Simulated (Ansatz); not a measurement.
**Phonons of HfBRh3 (Pm-3m) against volume**

Does HfBRh3 (Pm-3m) expand much on heating, by its phonons?

Calculated with Ansatz 0.2.0; DFT PBEsol, scalar-relativistic, plane waves, PAW; PAW set soft_1.

## Step 1: Starting point

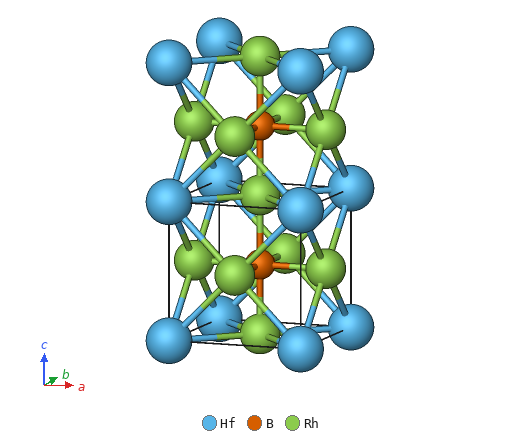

Start, viewed slightly off an axis; hafnium blue, boron orange, rhodium green. 1×1×2 cells are drawn. Some periodic images of atoms are drawn too.

## Step 2: Phonons on a q mesh

The cell comes from relaxations at this level that are not shown. Stability and thermal properties need the whole zone. Linear response on a 2×2×2 q mesh gives force constants as far as a supercell of that size would.

Input file input.yaml:

```yaml
crystal:
  lattice:
    - [4.0784611211, 0.0, 0.0]
    - [0.0, 4.0784611211, 0.0]
    - [0.0, 0.0, 4.0784611211]
  atoms:
    - { symbol: Hf, position: [0.0, 0.0, 0.0] }
    - { symbol: B, position: [0.5, 0.5, 0.5] }
    - { symbol: Rh, position: [0.0, 0.5, 0.5] }
    - { symbol: Rh, position: [0.5, 0.5, 0.0] }
    - { symbol: Rh, position: [0.5, 0.0, 0.5] }
kpoints:
  mp_grid: { grid: [12, 12, 12] }
hamiltonian:
  xc: pbesol
  pseudopotentials: { kind: paw, azcp: { folder: soft_1 }, xc_functional: pbe }
scf:
  occupations: { method: methfessel_paxton, width: 0.2 }
output:
  eigenvalues: true
phonons:
  method: dfpt
  qmesh: [2, 2, 2]
  temperatures: { t_max: 1000, t_step: 50 }
  qpath:
    path:
      - [[0.0, 0.0, 0.0], [0.0, 0.5, 0.0], [0.5, 0.5, 0.0], [0.0, 0.0, 0.0], [0.5, 0.5, 0.5], [0.0, 0.5, 0.0]]
      - [[0.5, 0.5, 0.5], [0.5, 0.5, 0.0]]
    npoints: 10
```

The run is started by

```sh
$ ansatz run input.yaml --threads 4 --pin off --max-ram 10240MiB --backend cpu --events-out ev --progress --plain --runs-dir out
```

Numbers of over 12 decimals in the logs are rounded to 6 here.

Output:

```text
Engine: ansatz 0.2.0, aarch64-unknown-linux-gnu
Pseudopotentials: kind: paw
Pseudopotential: Hf, paw, valence charge 26, recommended cutoff 420 eV (normal), soft_1/Hf.paw.azcp
Pseudopotential: B, paw, valence charge 3, recommended cutoff 420 eV (normal), soft_1/B.paw.azcp
Pseudopotential: Rh, paw, valence charge 17, recommended cutoff 420 eV (normal), soft_1/Rh.paw.azcp
Functional definition: PBEsol
  exchange = pbesol_x
  correlation = pbesol_c
Crystal: 5 atoms, lattice volume = 67.840 Å³
Basis set: ecut = 420 eV, 1357 PW (Γ), exchange–correlation on 60×60×60 points (8 copies of the dense FFT grid, shifted against one another)
Bands: 48, of which v1, the nominal top of the filled ones, is band 40 counted from 1 (39 counted from 0)
Symmetry: 48 space group operations
k-points: 84 of 1728
Non-local potential: Hf, projectors of the file, l = 0: 3, l = 1: 2, l = 2: 2, l = 3: 3
Non-local potential: B, projectors of the file, l = 0: 2, l = 1: 2, l = 2: 1
Non-local potential: Rh, projectors of the file, l = 0: 3, l = 1: 2, l = 2: 2, l = 3: 1
PAW form: soft (Blöchl's): semilocal exchange-correlation on the pseudo side does not see the compensation charge
PAW frozen core: Hf, regenerated for the run's functional, and the local potential with it (the file was generated under x = pbe(κ = 0.804, μ = 0.219515), c = pbe(β = 0.066725))
PAW frozen core: B, regenerated for the run's functional, and the local potential with it (the file was generated under x = pbe(κ = 0.804, μ = 0.219515), c = pbe(β = 0.066725))
PAW frozen core: Rh, regenerated for the run's functional, and the local potential with it (the file was generated under x = pbe(κ = 0.804, μ = 0.219515), c = pbe(β = 0.066725))
PAW one-centre angular grid: Hf, 590 points (default); XC on 64 Gauss nodes
PAW one-centre angular grid: B, 110 points (default); XC on 64 Gauss nodes
PAW one-centre angular grid: Rh, 590 points (default); XC on 64 Gauss nodes
Initial density: superposition of atomic densities (chi_scale 0.1, normalization cell, long waves kept (reshape's long-wave potential 0.00 eV rms))
Initial wavefunctions: pseudopotential atomic-orbital guess
Functional: x = pbesol(κ = 0.804, μ = 0.123457), c = pbesol(β = 0.046)
SCF iter   1: F=—  HF=-34786.639166 eV  |F-HF|=—  |Δ(HF+E_count)|=         —  Δρ=3.35e-1  dr2=1.40e2  ethr=3.10e-3  ⟨swp⟩=4.9  Hψ=12045  notcnv=0
preconditioner: auto → Kerker (q_TF=auto, 2.804 Å⁻¹)  [metal: Δε(μ)=0.022 eV  Ē_g=10.377 eV  σ=0.200 eV  W_gap=0.09  n_scr=26 (ndim 8)  ℏωp=31.2 eV  f_vac=0.000  D(μ)=4.63/eV (n_scr^D=56)]
SCF iter   2: F=—  HF=-34774.222205 eV  |F-HF|=—  |Δ(HF+E_count)|=    1.24e1  S|Δr|=    0.00e0  Δρ=1.22e-1  dr2=1.84e1  ethr=3.10e-3  ⟨swp⟩=2.9  Hψ=8554  notcnv=0  defer=71
SCF iter   3: F=—  HF=-34772.159322 eV  |F-HF|=—  |Δ(HF+E_count)|=    2.06e0  S|Δr|=    0.00e0  Δρ=3.54e-2  dr2=1.77e0  ethr=3.10e-3  ⟨swp⟩=2.4  Hψ=7267  notcnv=0  defer=40
SCF iter   4: F=—  HF=-34771.855172 eV  |F-HF|=—  |Δ(HF+E_count)|=   3.04e-1  S|Δr|=    0.00e0  Δρ=2.08e-2  dr2=5.65e-1  ethr=2.21e-3  ⟨swp⟩=2.0  Hψ=6758  notcnv=0  defer=50
SCF iter   5: F=—  HF=-34771.756236 eV  |F-HF|=—  |Δ(HF+E_count)|=   9.89e-2  S|Δr|=    0.00e0  Δρ=5.77e-3  dr2=2.49e-2  ethr=7.06e-4  ⟨swp⟩=2.0  Hψ=6865  notcnv=0  defer=50
SCF iter   6: F=—  HF=-34771.753706 eV  |F-HF|=—  |Δ(HF+E_count)|=   2.53e-3  S|Δr|=    0.00e0  Δρ=2.99e-3  dr2=1.38e-2  ethr=3.12e-5  ⟨swp⟩=1.0  Hψ=4123  notcnv=0  defer=50
SCF iter   7: F=—  HF=-34771.750472 eV  |F-HF|=—  |Δ(HF+E_count)|=   3.23e-3  S|Δr|=    0.00e0  Δρ=1.09e-3  dr2=2.10e-3  ethr=1.73e-5  ⟨swp⟩=2.0  Hψ=5015  notcnv=0  defer=50
SCF iter   8: F=—  HF=-34771.750206 eV  |F-HF|=—  |Δ(HF+E_count)|=   2.67e-4  S|Δr|=    0.00e0  Δρ=6.30e-4  dr2=7.02e-4  ethr=2.62e-6  ⟨swp⟩=1.1  Hψ=3972  notcnv=0  defer=50
SCF iter   9: F=—  HF=-34771.750048 eV  |F-HF|=—  |Δ(HF+E_count)|=   1.58e-4  S|Δr|=    0.00e0  Δρ=1.72e-4  dr2=4.79e-5  ethr=8.78e-7  ⟨swp⟩=2.0  Hψ=4643  notcnv=0  defer=50
SCF iter  10: F=—  HF=-34771.750040 eV  |F-HF|=—  |Δ(HF+E_count)|=   8.01e-6  S|Δr|=    0.00e0  Δρ=1.10e-5  dr2=4.64e-8  ethr=5.99e-8  ⟨swp⟩=2.0  Hψ=6004  notcnv=0  defer=50
SCF iter  11: F=—  HF=-34771.750037 eV  |F-HF|=—  |Δ(HF+E_count)|=   2.26e-6  S|Δr|=    0.00e0  Δρ=1.96e-6  dr2=2.23e-9  ethr=5.80e-11  ⟨swp⟩=2.0  Hψ=7025  notcnv=0  defer=50
SCF iter  12: F=—  HF=-34771.750037 eV  |F-HF|=—  |Δ(HF+E_count)|=  2.69e-10  S|Δr|=    0.00e0  Δρ=2.40e-7  dr2=2.82e-11  ethr=2.79e-12  ⟨swp⟩=2.0  Hψ=5757  notcnv=0  defer=50
SCF iter  13: F=-34771.750037 eV  HF=-34771.750037 eV  |F-HF|=0.00e0  |Δ(HF+E_count)|=  7.28e-12  S|Δr|=    0.00e0  Δρ=5.90e-8  dr2=2.89e-12  ethr=1.00e-12  ⟨swp⟩=8.7  Hψ=18629  notcnv=0
SCF 1 converged in 13 iterations: F = -34771.750037 eV  dr2 = 2.89e-12
  greatest PAW one-centre occupation: 0.999 electrons in one spin orbital (limit 2), on the Rh atom at site 4 (counted from 0), in its partial waves of l = 0
Initial density: read from a saved state, or passed on in memory by an earlier SCF of this step, an earlier step, the calling program or the single point that the run made first
iter 1 solved again at ethr=1.14e-7 eV; its pass at ethr=3.10e-3 eV (dr2=9.13e-5 eV) is discarded
SCF iter   1: F=—  HF=-34771.750040 eV  |F-HF|=—  |Δ(HF+E_count)|=         —  Δρ=5.80e-7  dr2=1.30e-10  ethr=1.14e-7  ⟨swp⟩=3.0  Hψ=22208  notcnv=0
eigensolver tolerance schedule: the retry pair's looser diagonalisation over-reported the residual by 699819.15 of it (diagonalisation noise at an unbounded share of the residual, at the tolerance the schedule requests for it); recorded, not acted on — ethr = c·dr2/N_el stays at c = 1.0e-1
preconditioner: auto → Resta (q_TF=auto, 2.804 Å⁻¹)  ε∞=8.8  [insulator: Δε(μ)=0.229 eV  Ē_g=11.836 eV  σ=0.200 eV  W_gap=0.72  n_scr=26 (ndim 8)  ℏωp=33.1 eV  f_vac=0.000  D(μ)=0.37/eV (n_scr^D=0)  ε∞_Penn≈8.8]
SCF iter   2: F=—  HF=-34771.750037 eV  |F-HF|=—  |Δ(HF+E_count)|=   2.40e-6  S|Δr|=    0.00e0  Δρ=4.35e-7  dr2=7.72e-11  ethr=1.00e-12  ⟨swp⟩=3.3  Hψ=10960  notcnv=0
SCF iter   3: F=—  HF=-34771.750037 eV  |F-HF|=—  |Δ(HF+E_count)|=  8.73e-11  S|Δr|=    0.00e0  Δρ=2.41e-7  dr2=2.39e-11  ethr=1.00e-12  ⟨swp⟩=2.0  Hψ=4620  notcnv=0
SCF iter   4: F=—  HF=-34771.750037 eV  |F-HF|=—  |Δ(HF+E_count)|=    0.00e0  S|Δr|=    0.00e0  Δρ=1.64e-7  dr2=1.08e-11  ethr=1.00e-12  ⟨swp⟩=1.0  Hψ=4032  notcnv=0
SCF iter   5: F=-34771.750037 eV  HF=-34771.750037 eV  |F-HF|=0.00e0  |Δ(HF+E_count)|=  1.46e-11  S|Δr|=    0.00e0  Δρ=4.78e-8  dr2=8.90e-13  ethr=1.00e-12  ⟨swp⟩=3.2  Hψ=8544  notcnv=0
SCF 2 converged in 5 iterations: F = -34771.750037 eV  dr2 = 8.90e-13
  greatest PAW one-centre occupation: 0.999 electrons in one spin orbital (limit 2), on the Rh atom at site 2 (counted from 0), in its partial waves of l = 0
phonons: the bands overlap, so this run is a metal and interpolates without the dipole-dipole term. If the crystal is really an insulator or semiconductor, its LO-TO splitting is missing
NSCF: frozen V_eff on 84 k-points
NSCF: frozen V_eff on 343 k-points
DFPT response loops at q = (0, 0, 0) (fractional): preconditioner auto → Kerker (q_TF=auto, 2.804 Å⁻¹) (partly filled bands, converged f_vac=0.000); β = 1.00, the filter's whole step (`scf.mixing.beta` (0.50) is not read by the response loops under this deck's `scf.mixing.preconditioner`; to damp them name `kerker` or `kerker_dos`, under which they read `scf.mixing.beta`, and type it under 1.00, their step now; both keys bind the ground state too); Broyden in place of MSR1
NSCF: frozen V_eff on 686 k-points
DFPT response loops at q = (0, 0, -0.5) (fractional): mixed as the last ones told, above
NSCF: frozen V_eff on 686 k-points
DFPT response loops at q = (0, -0.5, -0.5) (fractional): mixed as the last ones told, above
NSCF: frozen V_eff on 686 k-points
DFPT response loops at q = (-0.5, -0.5, -0.5) (fractional): mixed as the last ones told, above
SCF converged after 13 iterations
Stability not checked: this state was not tested for a lower state beside it, because cold or Methfessel-Paxton smearing, or corrected tetrahedra, fill the levels in a way that the test cannot read (fill_not_monotonic; see scf.lower_state_search)
Free energy (F): -34771.750037 eV
Harris-Foulkes:  -34771.750037 eV  (|F-HF|=0.00e0)
Internal energy: -34771.756405 eV  (E = F + TS)
E sigma→0 (E₀):  -34771.751629 eV
Entropy (-TS):   0.006368 eV (1.274 meV/atom)
Fermi energy:    20.838856 eV
--- Per-component energies (eV) ---
  E_band       = -262.454197
  E_kinetic    = 2073.739389
  E_local      = -10863.461785  (includes V_loc(G=0)·N_el)
  E_nonlocal   = 977.855945
  E_hartree    = 4769.425160
  E_xc         = -901.433931
  E_vxc        = -1054.188964  (∫ρ·V_xc dr)
  E_paw        = -18273.403433  (= ΣΔE_a)
  E_vpaw       = -935.249414  (= ΣTr[D̂ρ^β])
  E_aug_tail   = 0.000345  (compensation charges beyond the density's cutoff)
  E_ewald      = -12556.572463
  E_core_change = 2.094369  (= ΣΔE_core)
  E_smearing   = 0.006368  (= −TS)
  E_closure    = 0.000000  (closes the sum)
  Σ components = -34771.750037   (vs F -34771.750037, Δ=0.00e0)
--- Band table (eV; the first three rows and the last of 84) ---
  k-point 0: bands = [... 36 lower, 19.4723, 19.4723, 20.7552, 20.7844, 20.7844, 20.7844, 23.4885, 23.4885, ... 4 higher]
  k-point 1: bands = [... 36 lower, 19.2547, 19.7577, 20.6988, 20.7845, 21.0154, 21.0154, 23.4461, 23.5534, ... 4 higher]
  k-point 2: bands = [... 36 lower, 19.0442, 19.8094, 20.5313, 20.7850, 21.4478, 21.4478, 23.3295, 23.6470, ... 4 higher]
  k-point 83: bands = [... 36 lower, 20.5870, 20.5870, 20.5870, 21.0225, 21.0225, 21.0225, 22.3689, 22.3689, ... 4 higher]
--- Phonons (Γ-DFPT): 4 representative perturbations + reference (Σ response iterations 14) ---
  ASR residual: 2.796e-5 → 0.000e0 eV/Å²; symmetrization residual: 9.455e-6 eV/Å²
  ASR residual per site (eV/Å²): 5.32e-6 3.90e-6 2.80e-5 2.80e-5 2.80e-5
  Γ frequencies (cm⁻¹): 0.00 0.00 0.00 107.61 107.61 107.61 128.79 128.79 128.79 140.02 140.02 140.02 587.79 587.79 587.79
--- Phonons (arbitrary-q DFPT): 4 irreducible q on the 2×2×2 mesh ---
  q = [0.0000, 0.0000, 0.0000] (star 1, of the zone-centre solve; hermiticity 8.40e-7, symmetrization 6.74e-12): -0.00 0.00 0.00 107.61 107.61 107.61 128.79 128.79 128.79 140.02 140.02 140.02 587.79 587.79 587.79
  q = [0.0000, 0.0000, -0.5000] (star 3, 9 solved perturbations in 2646 linear systems a pass and spin channel, the states on 343 of 1728 k-point pairs; hermiticity 7.96e-7, symmetrization 8.35e-13): 88.43 88.43 104.40 104.40 112.70 112.70 125.26 131.08 149.14 149.14 154.61 257.14 589.83 589.83 705.12
  q = [0.0000, -0.5000, -0.5000] (star 3, 9 solved perturbations in 2646 linear systems a pass and spin channel, the states on 343 of 1728 k-point pairs; hermiticity 8.53e-7, symmetrization 1.15e-13): 74.47 99.90 99.90 102.72 115.00 115.00 125.57 125.57 142.80 177.29 214.30 291.05 588.61 700.12 700.12
  q = [-0.5000, -0.5000, -0.5000] (star 1, 4 solved perturbations in 931 linear systems a pass and spin channel, the states on 343 of 1728 k-point pairs; hermiticity 3.07e-7, symmetrization 4.46e-12): 84.04 84.04 84.04 88.80 88.80 88.80 144.82 144.82 144.82 223.61 223.61 319.75 715.86 715.86 715.86
  sum rule: each row above includes the acoustic sum rule's correction from the zone centre's row sums; it moved no ω² by more than (0.31 cm⁻¹)²
  mesh force constants: q→R imaginary residual 3.54e-18; ASR residual 2.796e-5 → 0.000e0 eV/Å²; symmetrization residual 2.487e-14 eV/Å²
  interpolated dispersion: 62 rows × 15 modes
  density of states and harmonic sums: on the 16×16×16 q-mesh, interpolated from the force constants of a 2×2×2 supercell (no non-analytic term)
  largest difference from the sums on the solved wave vectors: F 5.79e-2 eV, S 9.02e-5 and C_V 3.22e-5 eV/K
  zero-point energy: 0.221313 eV/cell   skipped modes (ω ≤ 0): 3   left out of the sums: 4.88e-5 of the cell's modes: C_V's classical limit lies that fraction below 3 k_B per atom; for a crystal, a wire or a layer, F and S can be off by more, and a phonons.interpolated_qmesh denser along its periods is the remedy for the sampling
```

Wall time 15 min (4 threads of Arm Neoverse V1, shared host); peak memory 2.8 GiB; 58 min of CPU time.

In the SCF lines HF is the Harris–Foulkes energy and dr2 the Hartree energy of the density residual, in eV; the loop may stop once dr2 is under the threshold and the program's other checks hold. Hψ counts applications of the Hamiltonian.

Numbers from this step:

| Property | Result |
| --- | --- |
| volume per atom | 13.57 Å³ |
| gap on the k-mesh | 0 eV |
| sum-rule residual before enforcement | 2.80e-5 eV/Å² |
| lowest frequency on the path | 0 cm⁻¹ |
| point group | m-3m |
| highest frequency on the path or at a solved wavevector | 715.9 cm⁻¹ |
| mean frequency | 238 cm⁻¹ |
| Debye temperature (second moment) | 590 K |
| logarithmic mean frequency | 176.4 cm⁻¹ |
| highest optical mode at the zone centre (no LO-TO term) | 587.8 cm⁻¹ |
| lowest optical zone-centre mode | 107.6 cm⁻¹ |
| lowest mode on the q mesh (acoustic modes at Γ apart) | 74.47 cm⁻¹ |
| zero-point energy per atom | 44.26 meV |
| heat capacity at 300 K | 21.55 J/(mol atoms K) |
| vibrational entropy at 300 K | 31.13 J/(mol atoms K) |
| edges of the widest gap between branches, on path and mesh | 319.8, 587.8 cm⁻¹ |

Frequencies (cm⁻¹) solved at each irreducible wavevector; negative means imaginary. Frequencies by wavevector, by row:

```
q in reciprocal lattice units  star  mode 1  mode 2  mode 3  mode 4  mode 13  mode 14  mode 15
                        0 0 0     1       0       0       0   107.6    587.8    587.8    587.8
                     0 0 -0.5     3    88.4    88.4   104.4   104.4    589.8    589.8    705.1
                  0 -0.5 -0.5     3    74.5    99.9    99.9   102.7    588.6    700.1    700.1
               -0.5 -0.5 -0.5     1      84      84      84    88.8    715.9    715.9    715.9
```

Symmetry leaves 4 wavevectors to solve. The lowest mode among them, the acoustic zeros apart, lies at q = (0, -0.5, -0.5) and is real, 74.5 cm⁻¹.

## Step 3: Relaxing at another volume, volume ratio 0.97

The volume is scaled by 0.97 and held; symmetry leaves nothing to relax, so this is a single point. The modes can then be followed against volume.

input.yaml, the sections that differ from step 2:

```yaml
crystal:
  lattice:
    - [4.0372617273, 0.0, 0.0]
    - [0.0, 4.0372617273, 0.0]
    - [0.0, 0.0, 4.0372617273]
  atoms:
    - { symbol: Hf, position: [0.0, 0.0, 0.0] }
    - { symbol: B, position: [0.5, 0.5, 0.5] }
    - { symbol: Rh, position: [0.0, 0.5, 0.5] }
    - { symbol: Rh, position: [0.5, 0.5, 0.0] }
    - { symbol: Rh, position: [0.5, 0.0, 0.5] }
output:
  forces: true
  stress: true
  eigenvalues: true
# kpoints, hamiltonian, scf: as in step 2
# phonons: removed
```

Output:

```text
[...]
Crystal: 5 atoms, lattice volume = 65.805 Å³
Basis set: ecut = 420 eV, 1309 PW (Γ), exchange–correlation on 54×54×54 points (8 copies of the dense FFT grid, shifted against one another)
Bands: 48, of which v1, the nominal top of the filled ones, is band 40 counted from 1 (39 counted from 0)
Symmetry: 48 space group operations
[...]
k-points: 84 of 1728
[...]
k-point 0: bands = [... 36 lower, 20.2072, 20.2072, 21.5463, 21.5835, 21.5835, 21.5835, 24.3711, 24.3711, ... 4 higher]
  k-point 1: bands = [... 36 lower, 19.9820, 20.5053, 21.4864, 21.5836, 21.8195, 21.8195, 24.3257, 24.4350, ... 4 higher]
  k-point 2: bands = [... 36 lower, 19.7615, 20.5635, 21.3089, 21.5841, 22.2629, 22.2629, 24.2011, 24.5254, ... 4 higher]
  k-point 83: bands = [... 36 lower, 21.3720, 21.3720, 21.3720, 21.8156, 21.8156, 21.8156, 23.2239, 23.2239, ... 4 higher]
[key lines of the parts left out:]
SCF converged after 11 iterations
Free energy (F): -34771.700288 eV
Fermi energy:    21.637206 eV
P = ⅓ Tr σ = 8.0529 GPa (80.529 kbar)
```

Run time: 5.5 s. Hardware: 4 threads; peak memory 0.52 GiB; 21 s of CPU time.

This step gave:

```yaml
pressure: 8.053 GPa
volume_per_atom: 13.16 Å³
```

The run ends at a pressure of 8.05 GPa.

## Step 4: Phonons at the other volume, volume ratio 0.97

The phonons are repeated at this volume on the same k and q meshes.

input.yaml: that of step 3 with these lines changed.

```diff
@@ -19,4 +19,11 @@
 output:
-  forces: true
-  stress: true
   eigenvalues: true
+phonons:
+  method: dfpt
+  qmesh: [2, 2, 2]
+  temperatures: { t_max: 1000, t_step: 50 }
+  qpath:
+    path:
+      - [[0.0, 0.0, 0.0], [0.0, 0.5, 0.0], [0.5, 0.5, 0.0], [0.0, 0.0, 0.0], [0.5, 0.5, 0.5], [0.0, 0.5, 0.0]]
+      - [[0.5, 0.5, 0.5], [0.5, 0.5, 0.0]]
+    npoints: 10
```

Output:

```text
[...]
Crystal: 5 atoms, lattice volume = 65.805 Å³
Basis set: ecut = 420 eV, 1309 PW (Γ), exchange–correlation on 54×54×54 points (8 copies of the dense FFT grid, shifted against one another)
Bands: 48, of which v1, the nominal top of the filled ones, is band 40 counted from 1 (39 counted from 0)
Symmetry: 48 space group operations
k-points: 84 of 1728
[...]
SCF iter   1: F=—  HF=-34786.368878 eV  |F-HF|=—  |Δ(HF+E_count)|=         —  Δρ=3.35e-1  dr2=1.33e2  ethr=3.10e-3  ⟨swp⟩=5.1  Hψ=12267  notcnv=0
[...]
SCF iter  13: F=-34771.700288 eV  HF=-34771.700288 eV  |F-HF|=0.00e0  |Δ(HF+E_count)|=  1.46e-11  S|Δr|=    0.00e0  Δρ=7.34e-8  dr2=2.94e-12  ethr=1.00e-12  ⟨swp⟩=9.2  Hψ=19066  notcnv=0
SCF 1 converged in 13 iterations: F = -34771.700288 eV  dr2 = 2.94e-12
[...]
SCF iter   4: F=-34771.700288 eV  HF=-34771.700288 eV  |F-HF|=1.46e-11  |Δ(HF+E_count)|=  7.28e-12  S|Δr|=    0.00e0  Δρ=1.34e-7  dr2=8.46e-12  ethr=1.00e-12  ⟨swp⟩=3.8  Hψ=9286  notcnv=0
SCF 2 converged in 4 iterations: F = -34771.700288 eV  dr2 = 8.46e-12
[...]
NSCF: frozen V_eff on 84 k-points
[...]
SCF converged after 13 iterations
[...]
Free energy (F): -34771.700288 eV
[...]
Internal energy: -34771.706216 eV  (E = F + TS)
E sigma→0 (E₀):  -34771.701770 eV
Entropy (-TS):   0.005928 eV (1.186 meV/atom)
Fermi energy:    21.637226 eV
[...]
--- Band table (eV; the first three rows and the last of 84) ---
  k-point 0: bands = [... 36 lower, 20.2072, 20.2072, 21.5463, 21.5835, 21.5835, 21.5835, 24.3711, 24.3711, ... 4 higher]
  k-point 1: bands = [... 36 lower, 19.9820, 20.5053, 21.4865, 21.5837, 21.8195, 21.8195, 24.3257, 24.4349, ... 4 higher]
  k-point 2: bands = [... 36 lower, 19.7615, 20.5635, 21.3090, 21.5841, 22.2629, 22.2629, 24.2011, 24.5254, ... 4 higher]
  k-point 83: bands = [... 36 lower, 21.3720, 21.3720, 21.3720, 21.8156, 21.8156, 21.8156, 23.2239, 23.2239, ... 4 higher]
[...]
ASR residual: 2.841e-5 → 0.000e0 eV/Å²; symmetrization residual: 9.000e-6 eV/Å²
  ASR residual per site (eV/Å²): 2.84e-5 1.45e-5 1.66e-5 1.66e-5 1.66e-5
[...]
--- Phonons (arbitrary-q DFPT): 4 irreducible q on the 2×2×2 mesh ---
[...]
interpolated dispersion: 62 rows × 15 modes
[...]
```

It took 14 min on 4 threads; peak memory 2.8 GiB.

Numbers from this step:

```
sum-rule residual before enforcement                       : 2.84e-5 eV/Å²
highest frequency on the path or at a solved wavevector    : 745.9 cm⁻¹
mean frequency                                             : 251.9 cm⁻¹
Debye temperature (second moment)                          : 621 K
logarithmic mean frequency                                 : 187.8 cm⁻¹
highest optical mode at the zone centre (no LO-TO term)    : 623.5 cm⁻¹
lowest optical zone-centre mode                            : 118.2 cm⁻¹
lowest mode on the q mesh (acoustic modes at Γ apart)      : 78.23 cm⁻¹
zero-point energy per atom                                 : 46.84 meV
heat capacity at 300 K                                     : 21.29 J/(mol atoms K)
vibrational entropy at 300 K                               : 29.75 J/(mol atoms K)
edges of the widest gap between branches, on path and mesh : 338, 623.5 cm⁻¹
```

Frequencies (cm⁻¹) solved at each irreducible wavevector; negative means imaginary. Frequencies by wavevector, by row:

| q in reciprocal lattice units | star | mode 1 | mode 2 | mode 3 | mode 4 | mode 13 | mode 14 | mode 15 |
| --- | --- | --- | --- | --- | --- | --- | --- | --- |
| 0 0 0 | 1 | 0 | 0 | 0 | 118.2 | 623.5 | 623.5 | 623.5 |
| 0 0 -0.5 | 3 | 93.2 | 93.2 | 110 | 110 | 625.4 | 625.4 | 735.1 |
| 0 -0.5 -0.5 | 3 | 78.2 | 103.7 | 103.7 | 110.4 | 624.2 | 729.8 | 729.8 |
| -0.5 -0.5 -0.5 | 1 | 89.7 | 89.7 | 89.7 | 93.2 | 745.9 | 745.9 | 745.9 |

The highest optical mode at the zone centre (no LO-TO term) is 623.5 cm⁻¹, +35.7 cm⁻¹ against the base run.

(Continued in part 2 of 2.)

[Logs are printed without paths, hosts, clocks, repeated set-up lines and the standing remarks that a program may print on its own settings, such as how far it seeks lower states.]

[Hosts, paths, dates, database ids (printed as entryN), source tags and the programs' standing remarks are cut or masked in the printed files.]
